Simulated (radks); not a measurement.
Atomic calculation for Be

System: atomic beryllium (Be) in the configuration [He] 2s2.
Method: non-relativistic Kohn-Sham, r2SCAN, spin-unpolarised, spherical densities, point nucleus (the in-house radial solver radks).

Key numbers:

```tsv
quantity	value
outcome	converged
total energy	−14.649087 hartree
kinetic energy	14.582150 hartree
electron–nucleus energy	−33.653021 hartree
Hartree energy	7.163713 hartree
exchange–correlation energy	−2.741928 hartree
radius at density 0.001 e/bohr³	4.15 bohr
SCF iterations	11
hardware	1 CPU thread, shared host
```

Input file:
```
Z 4
configuration [He] 2s2
relativity non-relativistic
functional r2scan,r2scan
spin unpolarised
nucleus point
```

Energies in input and log are in hartree, lengths in bohr.

Log:
```
1s      1   2.0000          -3.99161693
2s      1   2.0000          -0.21115300
Etot -14.64908663271201
Ekin 14.58214992912677
Encl -33.653021406575476
Eh 7.163712862670615
Exc -2.74192801793392
err 1.3684169507338657e-07
it 11
```

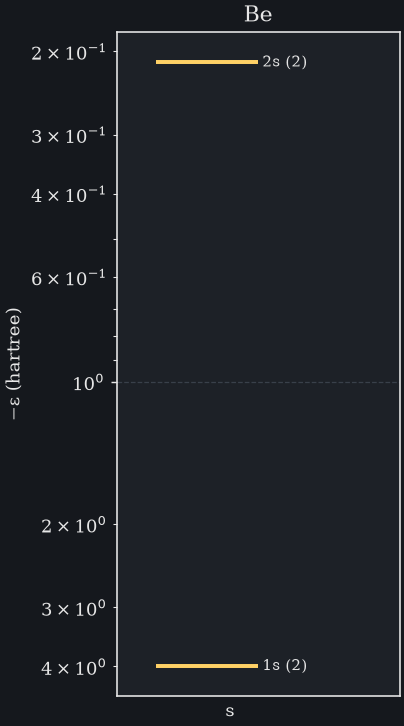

Figure 1. All occupied levels, on a logarithmic scale of binding energy, are drawn by angular momentum (occupations in brackets). The highest occupied level is 2s at −0.211 hartree. From the top down the occupied levels run 2s (−0.211 hartree), 1s (−3.99 hartree).

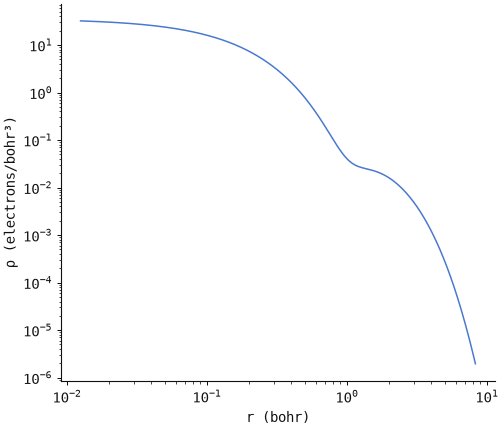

Figure 2. The electron density ρ(r) on a logarithmic scale. The density falls from 32 electrons/bohr³ at the inner end (r = 0.013 bohr) to 0.001 at r = 4.15 bohr, a common measure of the size of an atom or ion. The highest occupied orbital, 2s (⟨r⟩ = 2.62 bohr, −5.75 eV), is also the most diffuse and sets the fall-off far out: over the last part drawn ln ρ falls by 1.5 per bohr, against 2√(−2ε) = 1.3 for the pure exponential. At the nucleus d ln ρ/dr is −8.0 per bohr, near the cusp value −2Z = −8. The steps in the slope mark the shells; the radial density has its minima at 1.1 bohr.
